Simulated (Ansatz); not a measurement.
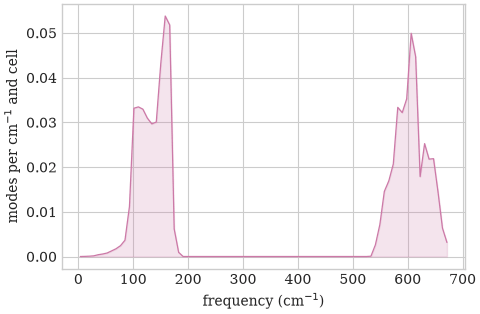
Phonon density of states of rock salt TaC; finite displacements on a 8×8×8 mesh, PBE in Ansatz (a quantum-chemistry and plane-wave program), k mesh 16×16×16, methfessel-paxton smearing of 0.15 eV

Spin-orbit coupling is not included.

Where is the tallest peak, and is there a gap in the spectrum?

The tallest peak lies near 160 cm⁻¹. There is at least one gap; the lowest begins near 190 cm⁻¹.
